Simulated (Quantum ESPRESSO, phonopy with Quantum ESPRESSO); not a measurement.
# Grüneisen parameters and expansion of SiC (F-43m), part 7 of 8

Wanted: mode Grüneisen parameters of SiC and a free-energy fit over volumes.

Quantum ESPRESSO 7.5; DFT LDA, scalar-relativistic, plane waves, GBRV ultrasoft pseudopotentials.

So far. Step 16 (Phonons, V/V0 0.985): No mode is imaginary beyond numerical noise along the path. The highest zone-centre mode (no LO–TO term) moved by +1.7 % for a volume change of -1.5 %. Step 16 (Phonons, V/V0 0.985): The time given is that of the 2 pw.x runs on displaced cells behind this step.

### Step 17. Self-consistent run, V/V0 1.03

A tight ground state at this cell gives the energy of this member; its pressure is the stress at this cutoff, which can carry an offset from the finite basis.

This step: DFT LDA, scalar-relativistic, plane waves, GBRV ultrasoft pseudopotentials (Quantum ESPRESSO 7.5).

System of this step: SiC. Symmetry: F-43m, No. 216, cubic system. Conventional cell: a = 4.371 Å, b = 4.371 Å, c = 4.371 Å, α = 90.00°, β = 90.00°, γ = 90.00°. Nearest to Si lie 4 C at 1.89 Å. Nearest to C lie 4 Si at 1.89 Å. Farther neighbours are not listed.

The input, scf.in:

```
&control
   calculation = 'scf'
   prefix = 'x'
   outdir = './tmp'
   pseudo_dir = './pseudo'
   tprnfor = .true.
   tstress = .true.
/
&system
   ibrav = 0
   nat = 2
   ntyp = 2
   ecutwfc = 45.0
   ecutrho = 270.0
   occupations = 'fixed'
   nbnd = 6
/
&electrons
   conv_thr = 1.0d-12
   mixing_beta = 0.7
   electron_maxstep = 100
/
ATOMIC_SPECIES
 Si     28.0850  Si.upf
 C      12.0110  C.upf
CELL_PARAMETERS angstrom
     0.000000000    2.185682133    2.185682133
     2.185682133    0.000000000    2.185682133
     2.185682133    2.185682133    0.000000000
ATOMIC_POSITIONS crystal
 Si     0.000000000   0.000000000   0.000000000
 C      0.250000000   0.250000000   0.250000000
K_POINTS automatic
 8 8 8 0 0 0
```

The run is started by

```bash
> OMP_NUM_THREADS=1 mpirun -n 8 pw.x -nk 8 -in scf.in > scf.out
```

The log of the run:

```text
[banner, memory and clock lines left out]
Program PWSCF v.7.5

     Message from routine setup:
     using ibrav=0 with symmetry is DISCOURAGED, use correct ibrav instead

     G-vector sticks info

     bravais-lattice index     =            0
     lattice parameter (alat)  =       5.8412  a.u.
     unit-cell volume          =     140.9249 (a.u.)^3
     number of atoms/cell      =            2
     number of atomic types    =            2
     number of electrons       =         8.00
[...]
atom    2 type  2   force =    -0.00000000   -0.00000000    0.00000000

     Total force =     0.000000     Total SCF correction =     0.000000

     Computing stress (Cartesian axis) and pressure

          total   stress  (Ry/bohr**3)                   (kbar)     P=      -64.38
[...]
-0.00000000  -0.00043763   0.00000000           -0.00      -64.38        0.00
  -0.00000000   0.00000000  -0.00043763           -0.00        0.00      -64.38

     XML data file, charge density, pseudopotentials, collected wavefunctions
[key lines of the parts left out:]
!    total energy              =     -21.19952611 Ry
convergence has been achieved in  13 iterations
```

Run time: 1.4 s. Hardware: 8 MPI ranks of Arm Neoverse V2, shared host; 10 s of CPU time.

The run ends at a pressure of -6.44 GPa.

### Step 18. Born charges and dielectric tensor

In a polar crystal the Born charges and ε∞ give the long-range dipole term that a finite supercell misses. They are those of this k-mesh and were not tested on a denser one; where the gap is small they converge slowly, and the LO modes with them.

The input, ph.in:

```
phonons
&inputph
   prefix = 'x'
   outdir = './tmp'
   fildyn = 'x.dyn'
   tr2_ph = 1.0d-18
   epsil = .true.
/
0.000000000 0.000000000 0.000000000
```

scf.in is that of step 17.

The run is started by

```bash
> OMP_NUM_THREADS=1 mpirun -n 8 ph.x -nk 8 -in ph.in > ph.out
```

The log of the run:

```text
[banner, memory and clock lines left out]
Program PHONON v.7.5

     ./tmp/x.save/

     IMPORTANT: XC functional enforced from input :
     Exchange-correlation= PZ
                           (   1   1   0   0   0   0   0)
     Any further DFT definition will be discarded
     Please, verify this is what you really want

     G-vector sticks info

     Reading collected, re-writing distributed wavefunctions in ./tmp/

     Number and degeneracy of irreps per q-point
       N         xq(1)         xq(2)         xq(3)   N irreps
[...]
freq (    1) =      -0.244713 [THz] =      -8.162735 [cm-1]
     freq (    2) =      -0.244713 [THz] =      -8.162735 [cm-1]
     freq (    3) =      -0.244713 [THz] =      -8.162735 [cm-1]
     freq (    4) =      23.145389 [THz] =     772.047083 [cm-1]
     freq (    5) =      23.145389 [THz] =     772.047083 [cm-1]
     freq (    6) =      23.145389 [THz] =     772.047083 [cm-1]
 **************************************************************************

     Mode symmetry, T_d (-43m)  point group:

     freq (   1-   3) =         -8.2  [cm-1]   --> T_2  G_15 P_4   I+R
     freq (   4-   6) =        772.0  [cm-1]   --> T_2  G_15 P_4   I+R
```

It took 8.2 s on 8 MPI ranks.

ε∞:

```
7.15 0.00 0.00
0.00 7.15 0.00
0.00 0.00 7.15
```

The Born charges sum to zero within 0.038 e; the rest is removed before use. Acoustic frequencies in this log differ from zero by the error of the sum rule, which ph.x does not impose.

### Step 19. A displaced supercell

One atom (for the harmonic constants) or a pair of atoms (for the cubic ones) is moved by a few hundredths of an ångström; the forces on all atoms give a column of force constants. The threshold is tight because the forces are small.

System of this step: SiC. The cell holds 54 atoms: 27 Si and 27 C. Its edges and angles: a = 9.273 Å, b = 9.273 Å, c = 9.273 Å, α = 60.0°, β = 60.0°, γ = 60.0°. It derives from SiC, repeated 3×3×3.

The input, disp-00001.in:

```
&control
   calculation = 'scf'
   prefix = 'x'
   outdir = './tmp'
   pseudo_dir = './pseudo'
   tprnfor = .true.
   disk_io = 'none'
/
&system
   ibrav = 0
   nat = 54
   ntyp = 2
   ecutwfc = 45.0
   ecutrho = 270.0
   occupations = 'fixed'
   nbnd = 110
/
&electrons
   conv_thr = 1.0d-11
   mixing_beta = 0.7
   electron_maxstep = 100
/
ATOMIC_SPECIES
 Si     28.0850  Si.upf
 C      12.0110  C.upf
CELL_PARAMETERS angstrom
     0.000000000    6.557046400    6.557046400
     6.557046400    0.000000000    6.557046400
     6.557046400    6.557046400    0.000000000
ATOMIC_POSITIONS crystal
 Si     0.002156784   0.000000000   0.000000000
 Si     0.333333333   0.000000000   0.000000000
 Si     0.666666667   0.000000000   0.000000000
 Si     0.000000000   0.333333333   0.000000000
 Si     0.333333333   0.333333333   0.000000000
 Si     0.666666667   0.333333333   0.000000000
 Si     0.000000000   0.666666667   0.000000000
 Si     0.333333333   0.666666667   0.000000000
 Si     0.666666667   0.666666667   0.000000000
 Si     0.000000000   0.000000000   0.333333333
 Si     0.333333333   0.000000000   0.333333333
 Si     0.666666667   0.000000000   0.333333333
 Si     0.000000000   0.333333333   0.333333333
 Si     0.333333333   0.333333333   0.333333333
 Si     0.666666667   0.333333333   0.333333333
 Si     0.000000000   0.666666667   0.333333333
 Si     0.333333333   0.666666667   0.333333333
 Si     0.666666667   0.666666667   0.333333333
 Si     0.000000000   0.000000000   0.666666667
 Si     0.333333333   0.000000000   0.666666667
 Si     0.666666667   0.000000000   0.666666667
 Si     0.000000000   0.333333333   0.666666667
 Si     0.333333333   0.333333333   0.666666667
 Si     0.666666667   0.333333333   0.666666667
 Si     0.000000000   0.666666667   0.666666667
 Si     0.333333333   0.666666667   0.666666667
 Si     0.666666667   0.666666667   0.666666667
 C      0.083333333   0.083333333   0.083333333
 C      0.416666667   0.083333333   0.083333333
 C      0.750000000   0.083333333   0.083333333
 C      0.083333333   0.416666667   0.083333333
 C      0.416666667   0.416666667   0.083333333
 C      0.750000000   0.416666667   0.083333333
 C      0.083333333   0.750000000   0.083333333
 C      0.416666667   0.750000000   0.083333333
 C      0.750000000   0.750000000   0.083333333
 C      0.083333333   0.083333333   0.416666667
 C      0.416666667   0.083333333   0.416666667
 C      0.750000000   0.083333333   0.416666667
 C      0.083333333   0.416666667   0.416666667
 C      0.416666667   0.416666667   0.416666667
 C      0.750000000   0.416666667   0.416666667
 C      0.083333333   0.750000000   0.416666667
 C      0.416666667   0.750000000   0.416666667
 C      0.750000000   0.750000000   0.416666667
 C      0.083333333   0.083333333   0.750000000
 C      0.416666667   0.083333333   0.750000000
 C      0.750000000   0.083333333   0.750000000
 C      0.083333333   0.416666667   0.750000000
 C      0.416666667   0.416666667   0.750000000
 C      0.750000000   0.416666667   0.750000000
 C      0.083333333   0.750000000   0.750000000
 C      0.416666667   0.750000000   0.750000000
 C      0.750000000   0.750000000   0.750000000
K_POINTS automatic
 3 3 3 0 0 0
```

The run is started by

```bash
> OMP_NUM_THREADS=1 mpirun -n 4 pw.x -nk 4 -in disp-00001.in > disp-00001.out
```

The log of the run:

```text
[banner, memory and clock lines left out]
Program PWSCF v.7.5

     Message from routine setup:
     using ibrav=0 with symmetry is DISCOURAGED, use correct ibrav instead

     G-vector sticks info

     bravais-lattice index     =            0
     lattice parameter (alat)  =      17.5236  a.u.
     unit-cell volume          =    3804.9711 (a.u.)^3
     number of atoms/cell      =           54
     number of atomic types    =            2
     number of electrons       =       216.00
[...]
atom    1 type  1   force =    -0.00044518   -0.01348713   -0.01348713
     atom    2 type  1   force =    -0.00026447    0.00145161    0.00145161
     atom    3 type  1   force =     0.00027033    0.00142224    0.00142224
[...]
atom   53 type  2   force =     0.00014169    0.00000802    0.00000802
     atom   54 type  2   force =     0.00000073   -0.00003288   -0.00003288

     Total force =     0.021756     Total SCF correction =     0.000004
     Message from routine punch:
     Nothing written, as per user request (disk_io='none')
[key lines of the parts left out:]
!    total energy              =    -572.38850207 Ry
convergence has been achieved in  15 iterations
```

Elapsed: 9.7 min, on 4 MPI ranks; 39 min of CPU time.

### Step 20. Lattice dynamics at this volume, V/V0 1.03

This step: DFT LDA, scalar-relativistic, plane waves, GBRV ultrasoft pseudopotentials (phonopy with Quantum ESPRESSO 4.10.0 / 7.5).

The job ended after 10 min (8 threads; 79 min of CPU time).

Phonopy, LO-TO term from ph.x's tensors. Phonon branches along the path, in cm⁻¹:

```csv
point,branch 1,branch 2,branch 3,branch 4,branch 5,branch 6
Γ,0,0,0,772,772,941
X,368,368,610,739,739,824
U,352,439,553,733,736,829
jump to K,352,439,553,732,736,829
Γ,0,0,0,772,772,941
L,268,268,593,742,742,821
W,391,437,536,728,744,825
X,368,368,610,739,739,824
```

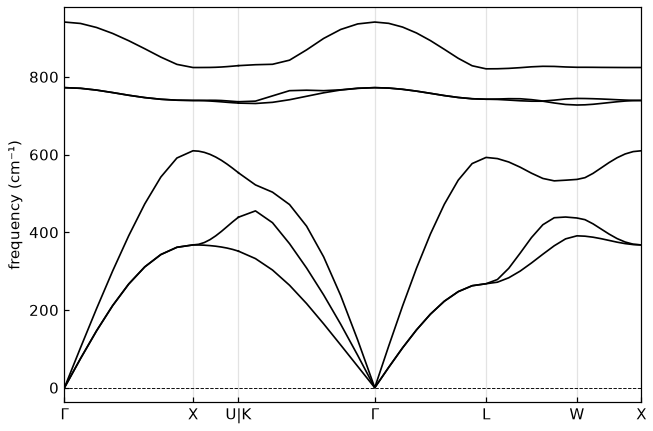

Phonon branches along the path.

No mode is imaginary beyond numerical noise along the path. The highest zone-centre mode (no LO–TO term) moved by -3.3 % for a volume change of +3.0 %.

The time given is that of the 2 pw.x runs on displaced cells behind this step.

### Step 21. Ground state at this cell, V/V0 0.97

A tight ground state at this cell gives the energy of this member; its pressure is the stress at this cutoff, which can carry an offset from the finite basis.

This step: DFT LDA, scalar-relativistic, plane waves, GBRV ultrasoft pseudopotentials (Quantum ESPRESSO 7.5).

System of this step: SiC. It takes space group F-43m (No. 216, cubic). Conventional cell: a = 4.285 Å, b = 4.285 Å, c = 4.285 Å, α = 90.00°, β = 90.00°, γ = 90.00°. Si has 4 C at 1.86 Å nearest. Nearest to C lie 4 Si at 1.86 Å. Farther neighbours are not listed.

scf.in, as its differences from that of step 18:

```diff
@@ -26,5 +26,5 @@
 CELL_PARAMETERS angstrom
-     0.000000000    2.185682133    2.185682133
-     2.185682133    0.000000000    2.185682133
-     2.185682133    2.185682133    0.000000000
+     0.000000000    2.142389866    2.142389866
+     2.142389866    0.000000000    2.142389866
+     2.142389866    2.142389866    0.000000000
 ATOMIC_POSITIONS crystal
```

The run is started by

```bash
> OMP_NUM_THREADS=1 mpirun -n 8 pw.x -nk 8 -in scf.in > scf.out
```

The log of the run:

```text
[banner, memory and clock lines left out]
Program PWSCF v.7.5

     Message from routine setup:
     using ibrav=0 with symmetry is DISCOURAGED, use correct ibrav instead

     G-vector sticks info

     bravais-lattice index     =            0
     lattice parameter (alat)  =       5.7255  a.u.
     unit-cell volume          =     132.7156 (a.u.)^3
     number of atoms/cell      =            2
     number of atomic types    =            2
     number of electrons       =         8.00
[...]
atom    2 type  2   force =    -0.00000000   -0.00000000    0.00000000

     Total force =     0.000000     Total SCF correction =     0.000000

     Computing stress (Cartesian axis) and pressure

          total   stress  (Ry/bohr**3)                   (kbar)     P=       73.52
[...]
-0.00000000   0.00049979   0.00000000           -0.00       73.52        0.00
   0.00000000   0.00000000   0.00049979            0.00        0.00       73.52

     XML data file, charge density, pseudopotentials, collected wavefunctions
[key lines of the parts left out:]
!    total energy              =     -21.19938635 Ry
convergence has been achieved in  12 iterations
```

Run time: 1.3 s. Hardware: 8 MPI ranks.

The run ends at a pressure of 7.35 GPa.

### Step 22. Zone-centre response

In a polar crystal the Born charges and ε∞ give the long-range dipole term that a finite supercell misses. They are those of this k-mesh and were not tested on a denser one; where the gap is small they converge slowly, and the LO modes with them.

ph.in is that of step 18.

scf.in is that of step 21.

The run is started by

```bash
> OMP_NUM_THREADS=1 mpirun -n 8 ph.x -nk 8 -in ph.in > ph.out
```

The log of the run:

```text
[banner, memory and clock lines left out]
Program PHONON v.7.5

     ./tmp/x.save/

     IMPORTANT: XC functional enforced from input :
     Exchange-correlation= PZ
                           (   1   1   0   0   0   0   0)
     Any further DFT definition will be discarded
     Please, verify this is what you really want

     G-vector sticks info

     Reading collected, re-writing distributed wavefunctions in ./tmp/

     Number and degeneracy of irreps per q-point
       N         xq(1)         xq(2)         xq(3)   N irreps
[...]
freq (    1) =      -0.149848 [THz] =      -4.998405 [cm-1]
     freq (    2) =      -0.149848 [THz] =      -4.998405 [cm-1]
     freq (    3) =      -0.149848 [THz] =      -4.998405 [cm-1]
     freq (    4) =      24.775297 [THz] =     826.414961 [cm-1]
     freq (    5) =      24.775297 [THz] =     826.414961 [cm-1]
     freq (    6) =      24.775297 [THz] =     826.414961 [cm-1]
 **************************************************************************

     Mode symmetry, T_d (-43m)  point group:

     freq (   1-   3) =         -5.0  [cm-1]   --> T_2  G_15 P_4   I+R
     freq (   4-   6) =        826.4  [cm-1]   --> T_2  G_15 P_4   I+R
```

Run time: 7.5 s. Hardware: 8 MPI ranks.

ε∞:

```
7.00 0.00 0.00
0.00 7.00 0.00
0.00 0.00 7.00
```

The Born charges sum to zero within 0.038 e; the rest is removed before use. Acoustic frequencies in this log differ from zero by the error of the sum rule, which ph.x does not impose.

### Step 23. Forces on a displaced cell

One atom (for the harmonic constants) or a pair of atoms (for the cubic ones) is moved by a few hundredths of an ångström; the forces on all atoms give a column of force constants. The threshold is tight because the forces are small.

System of this step: SiC. The cell holds 54 atoms: 27 Si and 27 C. Cell: a = 9.089 Å, b = 9.089 Å, c = 9.089 Å, α = 60.0°, β = 60.0°, γ = 60.0°. It derives from SiC, repeated 3×3×3.

disp-00001.in, as its differences from that of step 19:

```diff
@@ -26,7 +26,7 @@
 CELL_PARAMETERS angstrom
-     0.000000000    6.557046400    6.557046400
-     6.557046400    0.000000000    6.557046400
-     6.557046400    6.557046400    0.000000000
+     0.000000000    6.427169598    6.427169598
+     6.427169598    0.000000000    6.427169598
+     6.427169598    6.427169598    0.000000000
 ATOMIC_POSITIONS crystal
- Si     0.002156784   0.000000000   0.000000000
+ Si     0.002200368   0.000000000   0.000000000
  Si     0.333333333   0.000000000   0.000000000
```

The run is started by

```bash
> OMP_NUM_THREADS=1 mpirun -n 4 pw.x -nk 4 -in disp-00001.in > disp-00001.out
```

The log of the run:

```text
[banner, memory and clock lines left out]
Program PWSCF v.7.5

     Message from routine setup:
     using ibrav=0 with symmetry is DISCOURAGED, use correct ibrav instead

     G-vector sticks info

     bravais-lattice index     =            0
     lattice parameter (alat)  =      17.1765  a.u.
     unit-cell volume          =    3583.3223 (a.u.)^3
     number of atoms/cell      =           54
     number of atomic types    =            2
     number of electrons       =       216.00
[...]
atom    1 type  1   force =    -0.00053553   -0.01530848   -0.01530848
     atom    2 type  1   force =    -0.00027353    0.00157305    0.00157305
     atom    3 type  1   force =     0.00028057    0.00154065    0.00154065
[...]
atom   53 type  2   force =     0.00015481    0.00000948    0.00000948
     atom   54 type  2   force =     0.00000084   -0.00003447   -0.00003447

     Total force =     0.024918     Total SCF correction =     0.000002
     Message from routine punch:
     Nothing written, as per user request (disk_io='none')
[key lines of the parts left out:]
!    total energy              =    -572.38462511 Ry
convergence has been achieved in  16 iterations
```

Wall time 9.4 min (4 MPI ranks); 38 min of CPU time.

### Step 24. Lattice dynamics at this volume, V/V0 0.97

This step: DFT LDA, scalar-relativistic, plane waves, GBRV ultrasoft pseudopotentials (phonopy with Quantum ESPRESSO 4.10.0 / 7.5).

It took 9.4 min on 8 threads.

No mode is imaginary beyond numerical noise along the path. The highest zone-centre mode (no LO–TO term) moved by +3.5 % for a volume change of -3.0 %.

The time given is that of the 2 pw.x runs on displaced cells behind this step.

### Step 25. Ground state at this cell, V/V0 1.05

A tight ground state at this cell gives the energy of this member; its pressure is the stress at this cutoff, which can carry an offset from the finite basis.

This step: DFT LDA, scalar-relativistic, plane waves, GBRV ultrasoft pseudopotentials (Quantum ESPRESSO 7.5).

System of this step: SiC. Symmetry: F-43m, No. 216, cubic system. Conventional cell: a = 4.399 Å, b = 4.399 Å, c = 4.399 Å, α = 90.00°, β = 90.00°, γ = 90.00°. Nearest to Si lie 4 C at 1.91 Å. C has 4 Si at 1.91 Å nearest. Farther neighbours are not listed.

scf.in, as its differences from that of step 22:

```diff
@@ -26,5 +26,5 @@
 CELL_PARAMETERS angstrom
-     0.000000000    2.142389866    2.142389866
-     2.142389866    0.000000000    2.142389866
-     2.142389866    2.142389866    0.000000000
+     0.000000000    2.199738353    2.199738353
+     2.199738353    0.000000000    2.199738353
+     2.199738353    2.199738353    0.000000000
 ATOMIC_POSITIONS crystal
```

The run is started by

```bash
> OMP_NUM_THREADS=1 mpirun -n 8 pw.x -nk 8 -in scf.in > scf.out
```

The log of the run:

```text
[banner, memory and clock lines left out]
Program PWSCF v.7.5

     Message from routine setup:
     using ibrav=0 with symmetry is DISCOURAGED, use correct ibrav instead

     G-vector sticks info

     bravais-lattice index     =            0
     lattice parameter (alat)  =       5.8787  a.u.
     unit-cell volume          =     143.6613 (a.u.)^3
     number of atoms/cell      =            2
     number of atomic types    =            2
     number of electrons       =         8.00
[...]
atom    2 type  2   force =     0.00000000    0.00000000    0.00000000

     Total force =     0.000000     Total SCF correction =     0.000000

     Computing stress (Cartesian axis) and pressure

          total   stress  (Ry/bohr**3)                   (kbar)     P=     -102.09
[...]
0.00000000  -0.00069401   0.00000000            0.00     -102.09        0.00
   0.00000000   0.00000000  -0.00069401            0.00        0.00     -102.09

     XML data file, charge density, pseudopotentials, collected wavefunctions
[key lines of the parts left out:]
!    total energy              =     -21.19799699 Ry
convergence has been achieved in  13 iterations
```

Wall time 1.4 s (8 MPI ranks).

The run ends at a pressure of -10.21 GPa.

[end of part 7 of 8]

[Logs are printed without paths, hosts, clocks, repeated set-up lines and the standing remarks that a program may print on its own settings, such as how far it seeks lower states.]

[Hosts, paths, dates, database ids (printed as entryN), source tags and the programs' standing remarks are cut or masked in the printed files.]

[A step with changed settings may run another functional than the one named; its input shows which.]

[Of the runs on displaced cells, only some may be shown.]
